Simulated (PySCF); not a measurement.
SMILES [CH3][Ga]([CH3])[NH2] (C2H8GaN) at its PBE0/def2-SVP optimised geometry (Å):

```
12

Ga    -0.0832    -0.1384     0.0000
C      1.8855    -0.1384     0.0000
H      2.2991     0.8810     0.0035
H      2.2727    -0.6636    -0.8878
H      2.2736    -0.6701     0.8835
C     -1.2297    -1.7387    -0.0022
H     -1.0366    -2.3512    -0.8975
H     -2.2991    -1.4813     0.0131
H     -1.0154    -2.3719     0.8736
N     -0.9142     1.4814     0.0000
H     -1.9188     1.6100    -0.0010
H     -0.4317     2.3719    -0.0014
```

Method: PBE0/def2-TZVP run with PySCF. Cells within 0.4 Å of a nucleus heavier than hydrogen are left out (blank, or x).

Map of the Laplacian of the electron density (e/bohr⁵), clipped to [-1.50, 1.50] on the plane z = 0.0 Å:

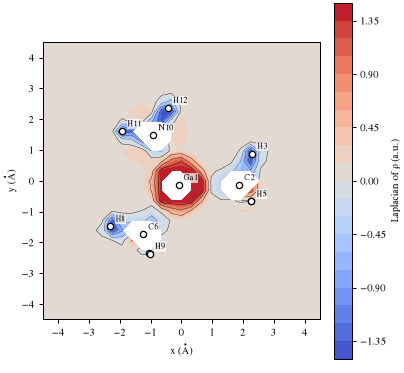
Figure. Laplacian of the electron density (e/bohr⁵), clipped to [-1.50, 1.50] on the plane z = 0.0 Å.
